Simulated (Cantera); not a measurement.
Feed: 1 mol Ta, 6.4 mol O2, at 9200 Pa.

Method: chemical equilibrium by Gibbs-energy minimisation in Cantera with the NASA 1993 tables (ideal gas, pure condensed phases). Candidate condensed phases: Ta, Ta2O5; 6 gas species. Rates play no part.

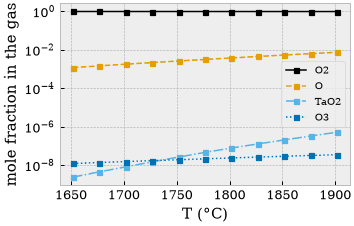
Equilibrium gas composition (values under 1e-9 drawn at 1e-9)

**Question.** Read off the mole fractions at 1827 °C.

**Answer.** O2 about 1.00, O about 0.0046, TaO2 about 1.3e-7, O3 about 2.7e-8.
